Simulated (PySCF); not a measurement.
# NMR shielding calculation, with input and output: C₃H₁₂ClFOSi₄

- system: C₃H₁₂ClFOSi₄
- method: GIAO B97-2/6-31G* NMR shielding, non-relativistic, gas phase (PySCF 2.14.0)

The geometry comes from this level: GFN2-xTB. Figures and captions count atoms from 1; the log counts them from 0 in places.

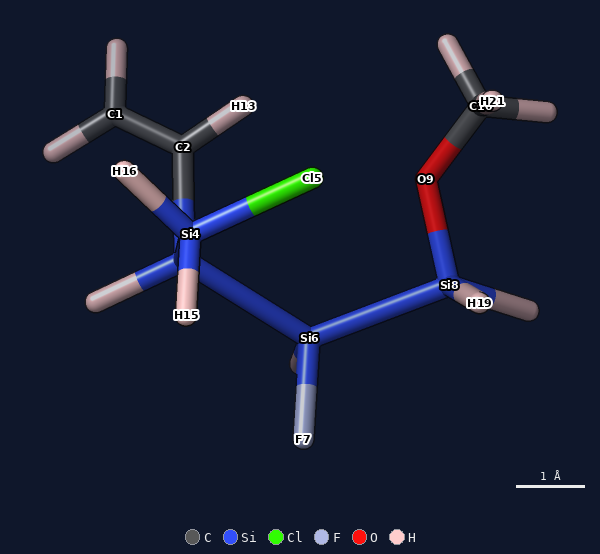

**Figure 1.** The structure as given in the input (stick view, seen at a tilt; atoms are numbered from 1 in the order of the input).

### The input
```
{"job": {"xc": "B97-2", "basis": "6-31G*", "kind": "nmr", "pop": true}, "charge": 0, "multiplicity": 1}
C     -2.254254     2.582841     0.262049
C     -1.439910     1.539353     0.276137
Si    -1.749779    -0.109525    -0.590115
Si    -1.987010    -1.745586     1.060902
Cl    -0.192178    -1.993727     1.996364
Si     0.065160    -0.470584    -2.026061
F     -0.309892    -1.834559    -2.844476
Si     2.095985    -0.902072    -1.053352
O      1.976921     0.234138     0.105171
C      2.859911     0.457776     1.157148
H     -3.190059     2.556276    -0.272376
H     -2.033361     3.507578     0.774143
H     -0.510544     1.622375     0.828192
H     -3.068826     0.020250    -1.251692
H     -2.331666    -3.079613     0.561930
H     -2.928514    -1.466380     2.150712
H      0.109509     0.471783    -3.155766
H      3.329226    -0.696027    -1.837178
H      2.277267    -2.239904    -0.467571
H      2.537818     1.351051     1.693687
H      2.856355    -0.392661     1.842145
H      3.877432     0.606602     0.789156
```

The first line tells a small driver script what to run in PySCF; the rest is the geometry in Å.

Command:
```bash
OMP_NUM_THREADS=1 python <driver script> task.json out
```

### What the program printed
```
coarse grid: 20992 points
cycle   1  E = -1914.6937389628  dE =  8.279e-01  |g| = 9.252e-01  |ddm| = 4.223e+00
cycle   2  E = -1914.4374375652  dE =  2.563e-01  |g| = 1.487e+00  |ddm| = 2.609e+00
cycle   3  E = -1914.8641133377  dE = -4.267e-01  |g| = 1.024e-01  |ddm| = 1.798e+00
cycle   4  E = -1914.8659163932  dE = -1.803e-03  |g| = 5.237e-02  |ddm| = 1.668e-01
cycle   5  E = -1914.8666443876  dE = -7.280e-04  |g| = 1.013e-02  |ddm| = 6.601e-02
cycle   6  E = -1914.8666642938  dE = -1.991e-05  |g| = 3.524e-03  |ddm| = 1.306e-02
cycle   7  E = -1914.8666668292  dE = -2.535e-06  |g| = 6.844e-04  |ddm| = 4.503e-03
final grid: 180352 points
cycle   8  E = -1914.7609975726  dE = -2.704e-05  |g| = 7.836e-03  |ddm| = 2.505e-02
cycle   9  E = -1914.7609856877  dE =  1.188e-05  |g| = 1.130e-02  |ddm| = 1.839e-02
cycle  10  E = -1914.7610101107  dE = -2.442e-05  |g| = 8.990e-04  |ddm| = 1.097e-02
cycle  11  E = -1914.7610103140  dE = -2.034e-07  |g| = 1.947e-04  |ddm| = 1.235e-03
cycle  12  E = -1914.7610103218  dE = -7.775e-09  |g| = 9.325e-05  |ddm| = 2.566e-04
cycle  13  E = -1914.7610103239  dE = -2.042e-09  |g| = 2.490e-05  |ddm| = 9.852e-05
cycle  14  E = -1914.7610103240  dE = -1.633e-10  |g| = 6.674e-06  |ddm| = 3.412e-05
```

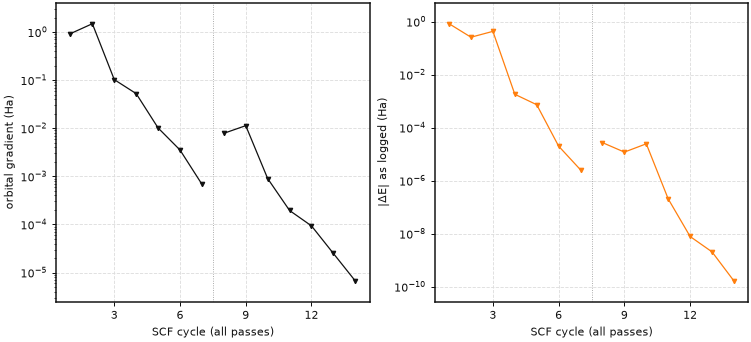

**Figure 2.** Convergence of the self-consistent field: orbital gradient and size of the energy change against the SCF cycle. The dotted line marks the change from a coarse to the final integration grid. The first 7 cycles use a coarse grid, the final grid takes over at cycle 8, and the field converges after 14 cycles in all.

```
converged SCF energy = -1914.7610103240

GIAO shielding tensors (ppm)
atom      isotropic    diamagn.    paramagn.     s11        s22        s33       span
  0 C       66.739     255.451    -188.713    -42.920     74.349    168.787    211.706
  1 C       77.703     260.622    -182.919    -20.966     68.734    185.339    206.305
  2 Si     453.674     884.285    -430.611    410.870    457.523    492.629     81.759
  3 Si     419.323     881.217    -461.894    366.408    411.751    479.811    113.403
  4 Cl    1070.144    1151.935     -81.791    995.714   1102.117   1112.601    116.887
  5 Si     373.420     878.087    -504.667    300.285    346.562    473.415    173.130
  6 F      435.429     464.094     -28.665    372.082    455.267    478.938    106.856
  7 Si     416.809     883.197    -466.387    372.862    377.239    500.327    127.465
  8 O      350.299     401.831     -51.532    310.366    350.391    390.140     79.774
  9 C      142.390     242.170     -99.780    115.706    119.724    191.741     76.035
 10 H       26.474      30.457      -3.982     22.788     25.546     31.089      8.302
 11 H       26.379      30.422      -4.043     22.823     25.632     30.684      7.861
 12 H       26.448      35.449      -9.001     24.240     25.276     29.830      5.590
 13 H       27.856      30.800      -2.944     25.063     25.763     32.742      7.678
 14 H       27.032      29.382      -2.349     23.213     25.451     32.434      9.221
 15 H       27.075      29.172      -2.097     22.908     25.532     32.784      9.875
 16 H       26.097      29.444      -3.347     23.018     25.239     30.034      7.016
 17 H       26.964      29.671      -2.707     23.629     24.995     32.267      8.639
 18 H       26.822      31.448      -4.626     23.945     26.450     30.071      6.126
 19 H       28.753      29.990      -1.237     24.486     26.861     34.912     10.426
 20 H       28.747      29.629      -0.882     24.145     27.970     34.125      9.980
 21 H       29.077      28.112       0.965     24.727     26.706     35.798     11.071
```

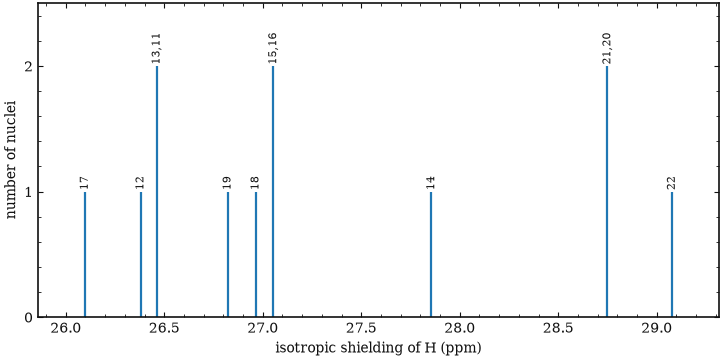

**Figure 3.** Isotropic shieldings of the hydrogen nuclei in this fixed geometry, labelled by atom number; shielding grows to the right, so chemical shift grows to the left. The least shielded is H17 (26.1 ppm), the most shielded H22 (29.1 ppm).

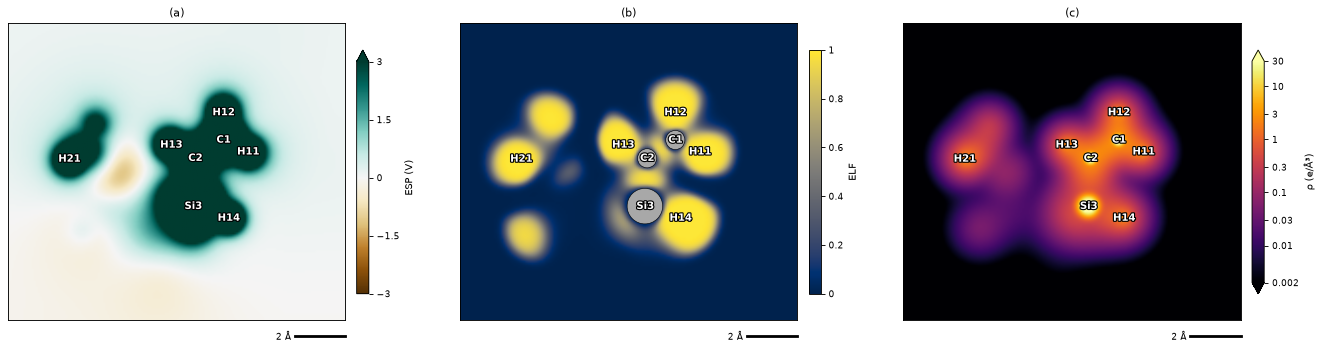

**Figure 4.** (a) electrostatic potential; (b) electron localisation function; (c) total electron density on the plane of atoms H11, C1 and H12. Grey discs, where drawn, cover atomic cores. Atoms in the plane: C, Si and H. C–Si (1.89 Å): ρ at the midpoint is about 0.92 e/Å³; the ELF peaks at about 0.95 between the atoms, which marks localised, shared-pair bonding.

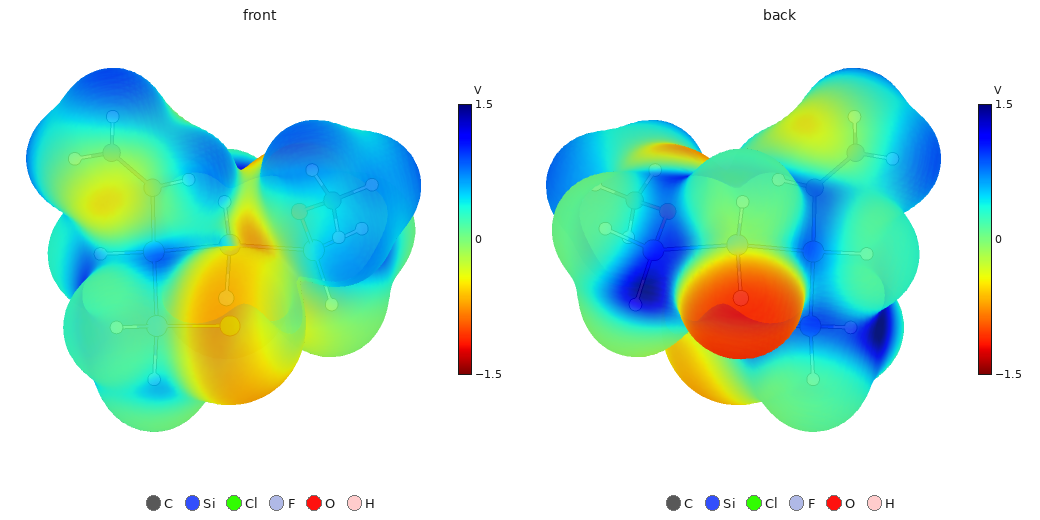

**Figure 5.** The electrostatic potential painted on the density surface at 0.002 e/bohr³, seen at a tilt and from behind; red is negative and blue positive.

### Results in brief

```csv
quantity,value
outcome,converged
total energy,−1914.761010 hartree
HOMO,−7.12 eV
LUMO,−1.26 eV
dipole moment,2.31 D
"isotropic shielding, C",66.7 to 142.4 ppm
"isotropic shielding, Si",373.4 to 453.7 ppm
"isotropic shielding, Cl",1070.1 ppm
"isotropic shielding, F",435.4 ppm
"isotropic shielding, O",350.3 ppm
hardware,"1 CPU thread, shared host"
wall time,59 s
peak memory,1 GiB
```
